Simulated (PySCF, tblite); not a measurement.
# C₅H₁₂S₂Si: geometry, infrared bands and NMR shifts

Aim: predict the infrared bands and NMR shifts of C₅H₁₂S₂Si (`C[C@@H]1[SiH2]SCC[C@@H]1S`).

The runs use tblite 0.8.0 and PySCF 2.14.0, with density-fitted response routines of our own; the level of theory stands in each step. All values are computed, except where a source is named. Atoms are numbered from 0 throughout.

### 1 Starting geometry

20 atoms, charge 0, multiplicity 1; geometry from: force field or distance geometry start.

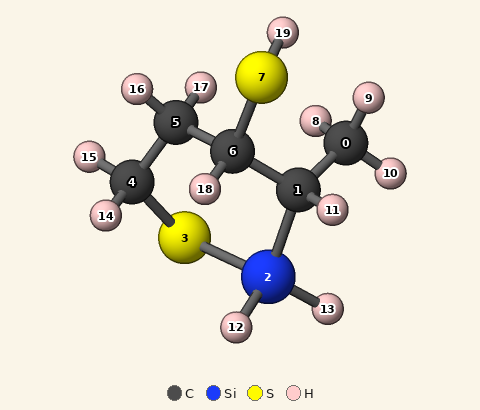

As it starts; carbon dark grey, silicon blue, sulfur yellow, hydrogen pink, atoms numbered.

### 2 Relaxing the molecule with GFN2-xTB

What the job is given:

```
{"job": {"kind": "relax", "xc": "GFN2-xTB", "basis": "xTB"}, "charge": 0, "multiplicity": 1}
C      1.213400     0.998900    -1.249700
C      1.066500     0.381000     0.143200
Si     1.457500    -1.509100     0.130900
S     -0.340200    -2.326800    -0.725600
C     -1.629200    -1.463100     0.226900
C     -1.537800     0.067200     0.150600
C     -0.287600     0.648800     0.855900
S     -0.537800     2.449700     1.138700
H      0.448300     0.628700    -1.941900
H      1.125200     2.091300    -1.210100
H      2.179900     0.768700    -1.689700
H      1.866500     0.802400     0.775000
H      1.592400    -2.003100     1.525900
H      2.631900    -1.817600    -0.718300
H     -1.608200    -1.790600     1.263800
H     -2.596000    -1.773100    -0.181000
H     -2.434900     0.454800     0.651200
H     -1.594400     0.400400    -0.888500
H     -0.246800     0.224300     1.877500
H     -0.774000     2.778100    -0.137800
```

On the command line:

```sh
$ OMP_NUM_THREADS=1 python probes_run.py task.json out
```

This one command runs all jobs of the session in turn.

Log:

```text
step      E/eV     max force
  0    -682.23426    0.654
  1    -682.26564    0.494
  2    -682.29462    0.282
  3    -682.30829    0.376
  4    -682.32221    0.296
  5    -682.32954    0.162
  6    -682.33383    0.141
  7    -682.33666    0.131
  8    -682.33910    0.113
  9    -682.34092    0.096
 10    -682.34268    0.109
 11    -682.34459    0.131
 12    -682.34649    0.119
 13    -682.34809    0.086
 14    -682.34928    0.071
 15    -682.35014    0.072
 16    -682.35072    0.057
 17    -682.35108    0.041
 18    -682.35136    0.038
 19    -682.35167    0.043
 20    -682.35200    0.043
 21    -682.35233    0.039
 22    -682.35263    0.036
 23    -682.35293    0.042
 24    -682.35322    0.042
 25    -682.35349    0.036
 26    -682.35375    0.036
 27    -682.35400    0.037
 28    -682.35423    0.044
 29    -682.35444    0.035
 30    -682.35461    0.029
 31    -682.35477    0.032
 32    -682.35492    0.036
 33    -682.35505    0.034
 34    -682.35518    0.030
 35    -682.35529    0.026
 36    -682.35539    0.025
 37    -682.35545    0.024
 38    -682.35550    0.015
 39    -682.35554    0.016
 40    -682.35560    0.019
 41    -682.35565    0.023
 42    -682.35570    0.019
 43    -682.35574    0.016
 44    -682.35579    0.021
 45    -682.35585    0.025
 46    -682.35592    0.021
 47    -682.35596    0.013
 48    -682.35599    0.010
 49    -682.35601    0.015
 50    -682.35604    0.016
 51    -682.35606    0.012
 52    -682.35608    0.008
```

Wall time 0.83 s (1 thread of Arm Neoverse N1, shared host).

Relaxation path: (not every step is listed)

```
step  energy from step 0 (eV)  largest force (eV/Å)
   0                   0.0000                0.6538
   1                  -0.0314                0.4939
   2                  -0.0604                0.2816
   3                  -0.0740                0.3757
   4                  -0.0880                0.2959
   5                  -0.0953                0.1620
   6                  -0.0996                0.1409
   7                  -0.1024                0.1310
   8                  -0.1048                0.1133
  11                  -0.1103                0.1309
  14                  -0.1150                0.0707
  17                  -0.1168                0.0414
  20                  -0.1177                0.0427
  23                  -0.1187                0.0417
  26                  -0.1195                0.0364
  29                  -0.1202                0.0353
  32                  -0.1207                0.0355
  35                  -0.1210                0.0260
  38                  -0.1212                0.0151
  41                  -0.1214                0.0227
  44                  -0.1215                0.0214
  47                  -0.1217                0.0128
  48                  -0.1217                0.0099
  49                  -0.1218                0.0149
  50                  -0.1218                0.0160
  51                  -0.1218                0.0118
  52                  -0.1218                0.0081
```

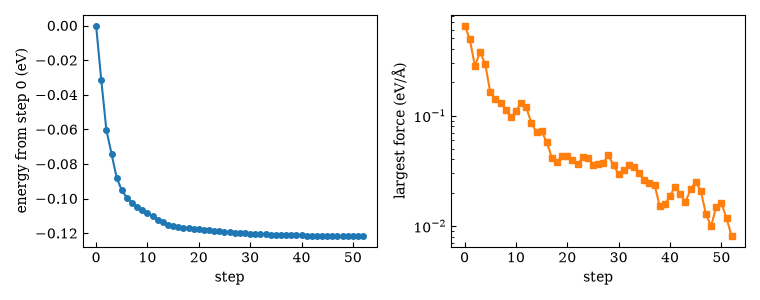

Energy and largest force along the relaxation.

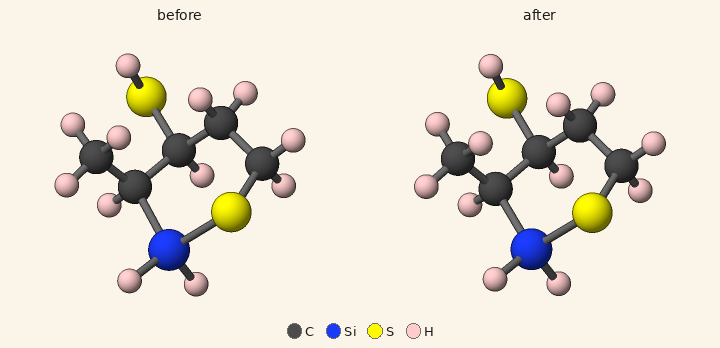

Before and after, at one scale.

Distances of close pairs at the start and the end, largest changes first:

```
   bond  before (Å)  after (Å)  change (Å)
Si2–H13       1.482      1.451      -0.031
  C1–C6       1.553      1.528      -0.025
  C5–C6       1.549      1.525      -0.024
Si2–H12       1.486      1.462      -0.024
 C1–Si2       1.930      1.913      -0.017
 Si2–S3       2.153      2.139      -0.014
  C4–C5       1.535      1.521      -0.014
 C6–H18       1.107      1.096      -0.011
```

The next job starts from the end point, and lists it.

### 3 Infrared spectrum with GFN2-xTB

What the job is given:

```
{"job": {"kind": "ir", "xc": "GFN2-xTB", "basis": "xTB"}, "charge": 0, "multiplicity": 1}
C      1.197516     0.991512    -1.227163
C      1.074358     0.383856     0.169530
Si     1.389913    -1.502416     0.118596
S     -0.363086    -2.340322    -0.774933
C     -1.593922    -1.441889     0.240906
C     -1.490806     0.072294     0.134849
C     -0.271192     0.651580     0.843349
S     -0.538032     2.454581     1.140861
H      0.500473     0.534161    -1.926802
H      1.018749     2.065968    -1.204314
H      2.203824     0.831385    -1.607616
H      1.837885     0.850674     0.800873
H      1.523264    -2.020808     1.479407
H      2.488725    -1.859631    -0.759078
H     -1.479846    -1.772981     1.273515
H     -2.560427    -1.778255    -0.131367
H     -2.387639     0.495988     0.596575
H     -1.490727     0.364274    -0.917345
H     -0.235119     0.257960     1.865291
H     -0.829060     2.772747    -0.118168
```

Log:

```text
mode    cm-1     km/mol
  1      82.7      0.42
  2      86.6      8.52
  3     190.2     12.17
  4     199.8      3.15
  5     218.0     12.00
  6     233.6      3.41
  7     247.6      0.54
  8     275.3      2.64
  9     306.2      9.88
 10     345.3     11.03
 11     424.8      2.51
 12     481.9     71.67
 13     510.2     23.08
 14     530.0     16.52
 15     568.8      6.43
 16     648.7    109.57
 17     675.0      2.12
 18     706.0      1.93
 19     731.6    285.95
 20     745.0    226.51
 21     837.4     13.52
 22     849.8     14.56
 23     877.4      9.45
 24     973.3     13.45
 25    1001.4      4.38
 26    1020.5     15.94
 27    1068.8      1.79
 28    1076.8      3.25
 29    1134.8      2.52
 30    1153.9      4.43
 31    1206.9      3.81
 32    1227.2     13.08
 33    1247.3     23.37
 34    1267.2     15.53
 35    1299.5      2.56
 36    1314.0      0.80
 37    1343.6      1.83
 38    1417.4      9.58
 39    1450.4      3.70
 40    1471.9      3.05
 41    1499.4      2.34
 42    1511.0      3.75
 43    2269.2    251.63
 44    2371.9    237.64
 45    2440.1    111.24
 46    2924.2     11.83
 47    2932.4     36.69
 48    2957.6     22.44
 49    2972.1      8.69
 50    2989.5     22.83
 51    3006.9      6.53
 52    3008.9     39.48
 53    3022.9     27.95
 54    3037.9     17.19
```

Wall time 1.7 s (1 thread of Arm Neoverse N1, shared host).

Which atoms move in the most intense modes:

```
cm⁻¹  km/mol                                  atoms
 482    71.7           H13 38 %, H12 30 %, Si2 23 %
 649   109.6            H12 45 %, H13 18 %, C1 12 %
 732   285.9  Si2 24 %, C1 23 %, H12 15 %, H13 14 %
 745   226.5                     H12 50 %, H13 44 %
2269   251.6                               H12 97 %
2372   237.6                               H13 97 %
2440   111.2                               H19 97 %
3009    39.5                                H9 89 %
```

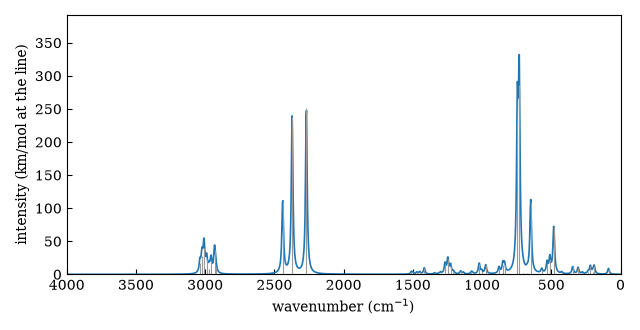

The infrared spectrum from these modes, unscaled. Lines are broadened to a width of 14 cm⁻¹ (Lorentzian).

### 4 Nuclear shieldings: PBE0/pcSseg-1

Settings changed since step 3:

```diff
@@ -1,2 +1,2 @@
-{"job": {"kind": "ir", "xc": "GFN2-xTB", "basis": "xTB"}, "charge": 0, "multiplicity": 1}
+{"job": {"kind": "nmr", "xc": "PBE0", "basis": "pcSseg-1"}, "charge": 0, "multiplicity": 1}
 C      1.197516     0.991512    -1.227163
```

Method: GIAO PBE0/pcSseg-1 NMR shielding, non-relativistic, gas phase.

Log:

```text
coarse grid: 17744 points
cycle   1  E = -1282.8523786559  dE =  8.061e-01  |g| = 3.833e-01  |ddm| = 4.095e+00
cycle   2  E = -1282.8539517879  dE = -1.573e-03  |g| = 3.985e-01  |ddm| = 9.196e-01
cycle   3  E = -1282.8951862292  dE = -4.123e-02  |g| = 4.934e-02  |ddm| = 4.635e-01
cycle   4  E = -1282.8956560625  dE = -4.698e-04  |g| = 2.605e-02  |ddm| = 1.006e-01
cycle   5  E = -1282.8958213578  dE = -1.653e-04  |g| = 6.645e-03  |ddm| = 3.803e-02
cycle   6  E = -1282.8958310600  dE = -9.702e-06  |g| = 2.288e-03  |ddm| = 9.622e-03
final grid: 155928 points
cycle   7  E = -1282.9497402257  dE = -6.648e-05  |g| = 9.131e-03  |ddm| = 4.420e-02
cycle   8  E = -1282.9497245480  dE =  1.568e-05  |g| = 1.188e-02  |ddm| = 1.987e-02
cycle   9  E = -1282.9497604087  dE = -3.586e-05  |g| = 1.213e-03  |ddm| = 1.301e-02
cycle  10  E = -1282.9497607774  dE = -3.687e-07  |g| = 3.409e-04  |ddm| = 1.948e-03
cycle  11  E = -1282.9497608051  dE = -2.772e-08  |g| = 7.993e-05  |ddm| = 3.860e-04
cycle  12  E = -1282.9497608066  dE = -1.442e-09  |g| = 2.659e-05  |ddm| = 1.087e-04
cycle  13  E = -1282.9497608067  dE = -1.719e-10  |g| = 5.276e-06  |ddm| = 3.195e-05
converged SCF energy = -1282.9497608067

GIAO shielding tensors (ppm)
atom      isotropic    diamagn.    paramagn.     s11        s22        s33       span
  0 C      177.423     247.488     -70.066    168.822    175.691    187.756     18.934
  1 C      160.745     250.989     -90.244    150.772    162.375    169.087     18.315
  2 Si     372.722     879.428    -506.706    336.093    373.863    408.209     72.116
  3 S      690.313    1057.097    -366.785    505.517    668.043    897.378    391.861
  4 C      152.779     249.666     -96.887    137.709    153.934    166.694     28.985
  5 C      148.422     248.362     -99.940    133.494    137.540    174.232     40.737
  6 C      137.046     248.318    -111.272    120.512    135.259    155.366     34.855
  7 S      501.979    1056.190    -554.211    230.487    540.876    734.573    504.086
  8 H       30.428      30.668      -0.240     25.990     30.158     35.136      9.146
  9 H       30.266      30.819      -0.553     24.189     30.666     35.942     11.753
 10 H       30.806      29.474       1.332     25.599     27.985     38.834     13.234
 11 H       30.412      32.155      -1.743     26.494     27.938     36.804     10.310
 12 H       26.738      29.123      -2.385     22.464     24.749     33.001     10.538
 13 H       27.173      28.966      -1.793     23.414     24.630     33.476     10.063
 14 H       29.165      30.616      -1.452     23.805     28.300     35.389     11.585
 15 H       28.967      29.563      -0.596     22.107     27.769     37.023     14.916
 16 H       29.515      31.202      -1.687     22.466     30.838     35.240     12.774
 17 H       29.992      31.910      -1.918     27.732     29.711     32.532      4.800
 18 H       29.026      32.865      -3.839     24.250     29.718     33.111      8.861
 19 H       29.517      31.059      -1.542     23.259     28.720     36.574     13.315
```

Run time: 76 s. Hardware: 1 thread of Arm Neoverse N1, shared host; peak memory 0.98 GiB.

Shifts follow as δ = σ(reference) − σ, with reference shieldings (ppm) from runs at the same level and on the same kind of geometry: ¹H TMS 31.72, ¹³C TMS 186.9, ²⁹Si TMS 349.2, ³³S CS2 504. The references are single molecules in the gas phase. Atoms listed in one row are averaged.

```
      atoms                                                 environment  σ (ppm)  δ (ppm)  δ scaled to CDCl3
         C6                                          sp3 CH bonded to S    137.0     49.9               42.4
         C5                                           sp3 CH2 in a ring    148.4     38.5               35.7
         C4                                         sp3 CH2 bonded to S    152.8     34.1               27.0
         C1                                         sp3 CH bonded to Si    160.7     26.2               23.6
         C0                                               methyl carbon    177.4      9.5                7.4
        H12  hydrogen on a silicon bonded to C, S, in a 6-membered ring    26.74     4.98                  –
        H13  hydrogen on a silicon bonded to C, S, in a 6-membered ring    27.17     4.54                  –
        H15                          hydrogen on an sp3 CH2 bonded to S    28.97     2.75               2.70
        H18                           hydrogen on an sp3 CH bonded to S    29.03     2.69               2.64
        H14                          hydrogen on an sp3 CH2 bonded to S    29.16     2.55               2.51
        H16                            hydrogen on an sp3 CH2 in a ring    29.51     2.20               2.18
        H19                                  hydrogen on a thiol sulfur    29.52     2.20                  –
        H17                            hydrogen on an sp3 CH2 in a ring    29.99     1.73               1.73
        H11                          hydrogen on an sp3 CH bonded to Si    30.41     1.30               1.34
H8, H9, H10                                 hydrogen on a methyl carbon    30.50     1.22               1.25
        Si2           silicon bonded to C, S, 2 H, in a 6-membered ring    372.7    -23.6                  –
         S7                                                thiol sulfur      502        2                  –
         S3                sulfur bonded to C, Si, in a 6-membered ring      690     -187                  –
```

The scaled column applies a straight-line fit of computed shieldings to shifts measured in CDCl3, with any fitted terms for Cl, Br or S neighbours (root-mean-square error 0.16 ppm for H, 1.9 ppm for C).

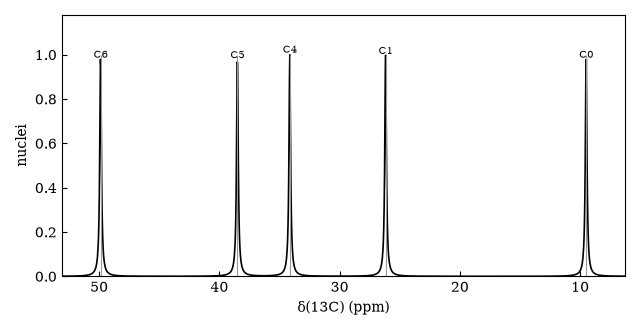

¹³C lines at the computed shifts, without couplings. Lines are broadened to a width of 0.16 ppm (Lorentzian).

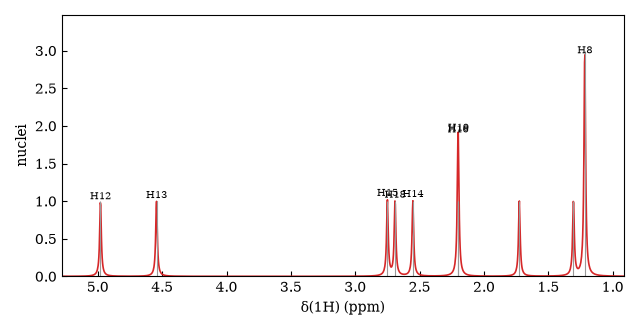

¹H lines at the computed shifts, without couplings. Lines are broadened to a width of 0.02 ppm (Lorentzian).

Charges from the same density, by scheme (e):

```
atoms  Mulliken    IAO  Hirshfeld  ESP fit
   C0     -0.23  -0.42      -0.13    -0.36
   C1     -0.49  -0.37      -0.11    -0.17
  Si2      0.60   0.67       0.31     0.41
   S3     -0.26  -0.20      -0.10    -0.33
   C4     -0.33  -0.33      -0.07    -0.11
   C5     -0.14  -0.26      -0.08    -0.11
   C6     -0.40  -0.17      -0.02    -0.16
   S7     -0.07  -0.09      -0.05    -0.33
```

Hirshfeld charges:

C0 -0.13; C1 -0.11; Si2 0.31; S3 -0.10; C4 -0.07; C5 -0.08; C6 -0.02; S7 -0.05; H8 0.03; H9 0.03; H10 0.04; H11 0.03; H12 -0.08; H13 -0.07; H14 0.04; H15 0.05; H16 0.04; H17 0.04; H18 0.04; H19 0.05

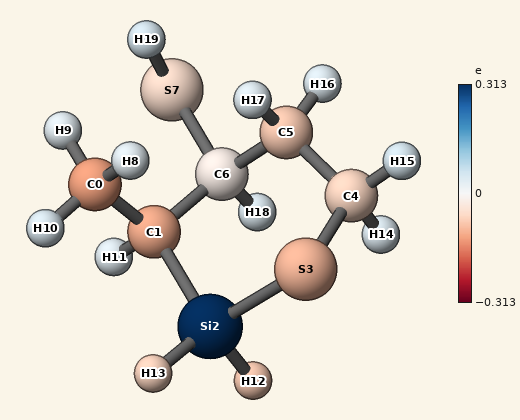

Hirshfeld charges, as colours on the atoms.

Mayer bond orders: C0–C1 1.03, C1–Si2 0.86, Si2–S3 0.97, S3–C4 1.00, C4–C5 1.01, C5–C6 0.97, C6–S7 1.05, C6–C1 0.98.

Ring of atoms C1, Si2, S3, C4, C5, C6: NICS(0) -3.4, NICS(1) -2.4, NICS(1)zz 3.5 ppm (means of both faces).

### 5 Results

```
                                                              quantity                                                           value
                             strongest single infrared mode (GFN2-xTB)                                            732 cm⁻¹, 286 km/mol
                                          zero-point energy (GFN2-xTB)                                                   97.8 kcal/mol
                                ¹³C shifts against TMS (PBE0/pcSseg-1)                                 49.9, 38.5, 34.1, 26.2, 9.5 ppm
¹H shifts against TMS (PBE0/pcSseg-1, means over atoms taken as alike)  4.98, 4.54, 2.75, 2.69, 2.55, 2.20, 2.20, 1.73, 1.30, 1.22 ppm
                               ²⁹Si shifts against TMS (PBE0/pcSseg-1)                                                       -23.6 ppm
                                ³³S shifts against CS2 (PBE0/pcSseg-1)                                                     2, -187 ppm
```

**Reading.** Relaxing lowered the energy by 0.122 eV in 52 steps; the close pair that moved most is Si2–H13, from 1.482 to 1.451 Å. All 54 modes are real, so the xTB geometry is a minimum. The strongest single mode, at 732 cm⁻¹, is carried by Si2, C1, H12, H13. Unscaled tight-binding wavenumbers are off by several per cent, some by more. Its intensities can rank the bands wrongly. At PBE0/pcSseg-1: The widest tensor belongs to S7: span 504 ppm, with a paramagnetic part of -554 ppm.
